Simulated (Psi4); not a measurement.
**doublet C2H4S+ at 3 levels**

We compute a comparison of 3 runs (UHF/3-21G, UB3LYP/6-31G*, UHSE06/aug-cc-pVDZ) of doublet C2H4S+. 

The calculation is run with Psi4 1.11.

### Step 1. The molecule

The species is C2H4S+ (7 atoms), meant as a doublet with charge +1. As SMILES of the parent species, `C1CS1`. The shape is that of a PBE0-D4/def2-TZVP optimisation. That shape belongs to the parent species and isn't relaxed for this state.

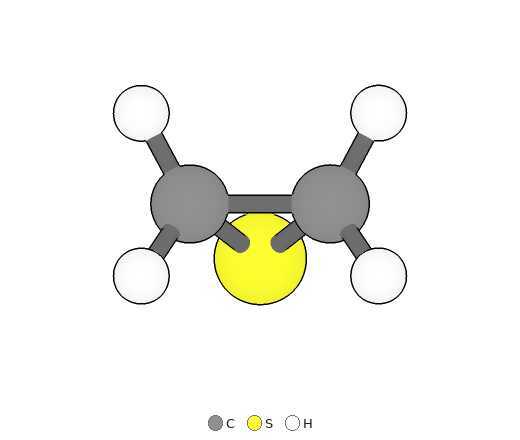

Viewed from a chosen angle; carbon grey, sulfur yellow, hydrogen white.

### Step 2. The energy at UHF/3-21G (run 1)

File input.json:

```json
{
 "schema_name": "qcschema_input",
 "schema_version": 1,
 "molecule": {
  "schema_name": "qcschema_molecule",
  "schema_version": 2,
  "symbols": ["C", "C", "S", "H", "H", "H", "H"],
  "geometry": [-0.97466404, 0.23334338, -0.98299774, 1.13527187, -0.06818132, 0.82291904, -1.69718193, -1.74535105, 1.69145606, -0.8479957, -0.73402632, -2.78419019, -1.95029185, 2.03381774, -1.03420931, 1.61628275, 1.52410191, 2.01849206, 2.7185789, -1.24372325, 0.26849229],
  "molecular_charge": 1,
  "molecular_multiplicity": 2,
  "fix_symmetry": "c1"
 },
 "driver": "energy",
 "model": {
  "method": "hf",
  "basis": "3-21G"
 },
 "keywords": {
  "reference": "uhf",
  "puream": true,
  "e_convergence": 1e-09,
  "d_convergence": 1e-08,
  "scf_type": "pk",
  "maxiter": 100
 }
}
```

Started as:

```bash
$ psi4 --qcschema input.json -n 1 --memory 1600MB
```

stdout:

```text
[...]
  Running in c1 symmetry.
[...]
  Nuclear repulsion =  101.815066976049138
[...]
  Multiplicity = 2
[...]
  Nalpha       = 16
  Nbeta        = 15
[...]
    Number of basis functions: 39
[...]
   @UHF iter   1:  -472.79435285569269    9.70659e-02   6.06326e-03 ADIIS/DIIS
[...]
   @UHF iter  13:  -472.84703558088432   -1.19371e-12   7.03682e-09 DIIS
[...]
   @S^2 Observed:                7.622505733E-01
[...]
    Orbital Energies [Eh]
    ---------------------
    Alpha Occupied:
       1A    -91.654547     2A    -11.478033     3A    -11.477976
       4A     -9.256542     5A     -6.942941     6A     -6.926833
       7A     -6.924106     8A     -1.474325     9A     -1.147899
      10A     -1.098627    11A     -0.949318    12A     -0.875455
      13A     -0.790982    14A     -0.733294    15A     -0.718572
      16A     -0.715008
    Alpha Virtual:
      17A     -0.085112    18A     -0.038134    19A      0.059203
      20A      0.065313    21A      0.107911    22A      0.179496
      23A      0.181743    24A      0.376013    25A      0.418021
[...]
  @UHF Final Energy:  -472.84703558088432
   => Energetics <=
    Nuclear Repulsion Energy =            101.8150669760491382
    One-Electron Energy =                -843.9782604758820526
    Two-Electron Energy =                 269.3161579189485906
    Total Energy =                       -472.8470355808843237
  UHF NO Occupations:
  HONO-2 :   14  A 1.9980535
  HONO-1 :   15  A 1.9962985
[...]
 Multipole Moments:
 ------------------------------------------------------------------------------------
     Multipole            Electronic (a.u.)      Nuclear  (a.u.)        Total (a.u.)
 ------------------------------------------------------------------------------------
 L = 1.  Multiply by 2.5417464519 to convert [e a0] to [Debye]
 Dipole X            :         -2.0709901            2.4299375            0.3589474
 Dipole Y            :         -2.1297662            2.4988984            0.3691322
 Dipole Z            :          2.0640118           -2.4217460           -0.3577342
 Magnitude           :                                                    0.6269574
[...]
```

The result, in JSON:

```text
{
 "driver": "energy",
 "model": {
  "method": "hf",
  "basis": "3-21G"
 },
 "success": true,
 "return_result": -472.8470355808843,
 "properties": {
  "calcinfo_nbasis": 39,
  "calcinfo_nmo": 39,
  "calcinfo_nalpha": 16,
  "calcinfo_nbeta": 15,
  "calcinfo_natom": 7,
  "nuclear_repulsion_energy": 101.81506697604914,
  "return_energy": -472.8470355808843,
  "scf_one_electron_energy": -843.978260475882,
  "scf_two_electron_energy": 269.3161579189486,
  "scf_dipole_moment": [0.3589473972153545, 0.3691321843613542, -0.35773418318465344],
  "scf_total_energy": -472.8470355808843,
  "scf_iterations": 13
 }
}
```

Wall time 1.9 s (1 thread of Intel Xeon Platinum 8488C (Sapphire Rapids), shared host); peak memory 0.18 GiB.

### Step 3. Energy and gradient at UB3LYP/6-31G(d) (spherical functions) (run 2)

File c2h4s.dat:

```
memory 1.6 GB

molecule {
  1 2
  C
  C 1 r2
  S 1 r3 2 a3
  H 1 r4 2 a4 3 d4
  H 1 r5 4 a5 2 d5
  H 2 r6 1 a6 4 d6
  H 2 r7 6 a7 1 d7

  r2 = 1.478298
  r3 = 1.801533
  a3 = 65.77729
  r4 = 1.083993
  a4 = 118.08285
  d4 = -107.0767
  r5 = 1.083997
  a5 = 114.99531
  d5 = 146.87267
  r6 = 1.083991
  a6 = 118.08333
  d6 = 145.84728
  r7 = 1.083993
  a7 = 114.99548
  d7 = 146.87396
  units angstrom
  symmetry c1
}

set globals {
  basis 6-31G*
  reference uks
  puream true
  e_convergence 1e-09
  d_convergence 1e-08
  scf_type pk
  dft_radial_points 99
  dft_spherical_points 590
  maxiter 100
}

energy_value, wavefunction = gradient('b3lyp', return_wfn=True)
oeprop(wavefunction, 'QUADRUPOLE', 'WIBERG_LOWDIN_INDICES', 'MAYER_INDICES', title='B3LYP')
```

Started as:

```bash
$ psi4 -i c2h4s.dat -o c2h4s.out -n 1
```

c2h4s.out:

```text
[...]
  Running in c1 symmetry.
[...]
  Nuclear repulsion =  101.815070374623104
[...]
  Multiplicity = 2
[...]
  Nalpha       = 16
  Nbeta        = 15
[...]
    Number of basis functions: 54
[...]
   @UKS iter   1:  -476.27823541234937    2.76719e-01   1.04836e-02 ADIIS/DIIS
[...]
   @UKS iter  13:  -476.45032615061609   -1.19371e-12   8.70646e-09 DIIS
[...]
   @S^2 Observed:                7.537612618E-01
[...]
  @UKS Final Energy:  -476.45032615061609
   => Energetics <=
    Nuclear Repulsion Energy =            101.8150703746231045
    One-Electron Energy =                -847.6530332513676740
    Two-Electron Energy =                 299.8465830911649164
    DFT Exchange-Correlation Energy =     -30.4589463650364536
    Empirical Dispersion Energy =           0.0000000000000000
    VV10 Nonlocal Energy =                  0.0000000000000000
    Total Energy =                       -476.4503261506160925
[...]
  -Total Gradient:
     Atom            X                  Y                   Z
    ------   -----------------  -----------------  -----------------
       1       -0.000002285501     0.015692548715    -0.003404331303
       2        0.000001187111     0.015688792883     0.003405894938
       3       -0.000000000350    -0.017960012879    -0.000000424530
       4        0.004236137836    -0.003356406352     0.004975088823
       5       -0.004233886230    -0.003357384456     0.004973693429
       6       -0.004237248135    -0.003355716024    -0.004975186460
       7        0.004236095280    -0.003356347952    -0.004974735359
[...]
 Multipole Moments:
 ------------------------------------------------------------------------------------
     Multipole            Electronic (a.u.)      Nuclear  (a.u.)        Total (a.u.)
 ------------------------------------------------------------------------------------
 L = 1.  Multiply by 2.5417464519 to convert [e a0] to [Debye]
 Dipole X            :          0.0000011           -0.0000014           -0.0000003
 Dipole Y            :          3.7341421           -4.2442837           -0.5101416
 Dipole Z            :         -0.0000192            0.0000216            0.0000025
 Magnitude           :                                                    0.5101416
 L = 2.  Multiply by 1.3450342976 to convert [e a0^2] to [Debye ang]
 Quadrupole XX       :        -26.6469793           11.9384303          -14.7085490
 Quadrupole XY       :         -0.0000068            0.0000077            0.0000008
[...]
```

It took 17 s on 1 thread of Intel Xeon Platinum 8488C (Sapphire Rapids), shared host; peak memory 0.81 GiB.

### Step 4. Energy and gradient at UHSE06/aug-cc-pVDZ (run 3)

File c2h4s.xyz:

```xyz
7
C2H4S
C     -0.515770     0.123480    -0.520180
C      0.600760    -0.036080     0.435470
S     -0.898110    -0.923600     0.895080
H     -0.448740    -0.388430    -1.473330
H     -1.032050     1.076250    -0.547280
H      0.855300     0.806520     1.068140
H      1.438610    -0.658150     0.142080
```

File run.py:

```python
import psi4

psi4.set_memory('1600 MB')
psi4.set_num_threads(1)
psi4.set_output_file('c2h4s.out', False)

with open('c2h4s.xyz') as f:
    atoms = ''.join(f.readlines()[2:])
mol = psi4.geometry('1 2\n' + atoms + 'symmetry c1')

psi4.set_options({
    'basis': 'aug-cc-pVDZ',
    'reference': 'uks',
    'puream': True,
    'e_convergence': 1e-09,
    'd_convergence': 1e-08,
    'scf_type': 'pk',
    'dft_radial_points': 99,
    'dft_spherical_points': 590,
    'maxiter': 100,
})

E, wfn = psi4.gradient('hse06', return_wfn=True)
psi4.oeprop(wfn, 'MULLIKEN_CHARGES', 'QUADRUPOLE', 'WIBERG_LOWDIN_INDICES', title='HSE06')
print('gradient / Eh bohr^-1')
print(E.np.round(6))
print(f'energy = {wfn.energy():.10f} Eh')
```

Started as:

```bash
$ python run.py
```

c2h4s.out:

```text
[...]
  Running in c1 symmetry.
[...]
  Nuclear repulsion =  101.815066985219474
[...]
  Multiplicity = 2
[...]
  Nalpha       = 16
  Nbeta        = 15
[...]
    Number of basis functions: 109
[...]
   @UKS iter   1:  -475.87766766631779    4.54307e-01   7.61144e-03 ADIIS/DIIS
[...]
   @UKS iter  13:  -476.25606679942393    8.77094e-11   9.93258e-09 DIIS
[...]
   @S^2 Observed:                7.553018023E-01
[...]
  @UKS Final Energy:  -476.25606679942393
   => Energetics <=
    Nuclear Repulsion Energy =            101.8150669852194738
    One-Electron Energy =                -847.5986984390374346
    Two-Electron Energy =                 298.3945513227243396
    DFT Exchange-Correlation Energy =     -28.8669866683302878
    Empirical Dispersion Energy =           0.0000000000000000
    VV10 Nonlocal Energy =                  0.0000000000000000
    Total Energy =                       -476.2560667994239338
[...]
  -Total Gradient:
     Atom            X                  Y                   Z
    ------   -----------------  -----------------  -----------------
       1       -0.012463573830    -0.006315580835     0.002132722970
       2       -0.001354258998    -0.007897614235     0.011640617518
       3        0.005182019474     0.005329615837    -0.005165364621
       4        0.004213898263     0.006958986790     0.004793760428
       5        0.008460629653    -0.003705222004    -0.001951027027
       6        0.000107969646    -0.002515380716    -0.009101197564
       7       -0.004139605035     0.008152472108    -0.002356565084
[...]
 Multipole Moments:
 ------------------------------------------------------------------------------------
     Multipole            Electronic (a.u.)      Nuclear  (a.u.)        Total (a.u.)
 ------------------------------------------------------------------------------------
 L = 1.  Multiply by 2.5417464519 to convert [e a0] to [Debye]
 Dipole X            :         -2.1268947            2.4299375            0.3030428
 Dipole Y            :         -2.1872550            2.4988984            0.3116434
 Dipole Z            :          2.1197244           -2.4217460           -0.3020216
 Magnitude           :                                                    0.5293143
 L = 2.  Multiply by 1.3450342976 to convert [e a0^2] to [Debye ang]
 Quadrupole XX       :        -69.1274293           55.2345631          -13.8928662
 Quadrupole XY       :        -21.4071225           21.9591415            0.5520189
[...]
```

The script printed:

```text
gradient / Eh bohr^-1
[[-0.012464 -0.006316  0.002133]
 [-0.001354 -0.007898  0.011641]
 [ 0.005182  0.00533  -0.005165]
 [ 0.004214  0.006959  0.004794]
 [ 0.008461 -0.003705 -0.001951]
 [ 0.000108 -0.002515 -0.009101]
 [-0.00414   0.008152 -0.002357]]
energy = -476.2560667994 Eh
```

Wall time 91 s (1 thread of Intel Xeon Platinum 8488C (Sapphire Rapids), shared host); peak memory 0.78 GiB.

### Step 5. All runs side by side

```tsv
run	level	task	integration grid	energy (Eh)	HOMO energy (eV)	LUMO energy (eV)	⟨S²⟩	wall time
1	UHF/3-21G	energy	–	-472.847036	-19.19	-6.93	0.762	1.9 s
2	UB3LYP/6-31G* (spherical functions)	gradient	99 radial × 590 angular	-476.450326	-15.39	-11.68	0.754	17 s
3	UHSE06/aug-cc-pVDZ	gradient	99 radial × 590 angular	-476.256067	-15.33	-11.70	0.755	91 s
```

### Step 6. Summary of results

| quantity | value |
| --- | --- |
| run 3: total energy | -476.25607 Eh |
| run 3: HOMO energy (highest over α and β) | -15.33 eV |
| run 3: LUMO energy (lowest over α and β) | -11.70 eV |
| run 3: ⟨S²⟩ | 0.755 |
| run 3: largest force on an atom | 0.727 eV/Å |

What this shows: Totals of different functionals can't be ranked against each other. All runs together took 1.8 min, the longest 91 s.
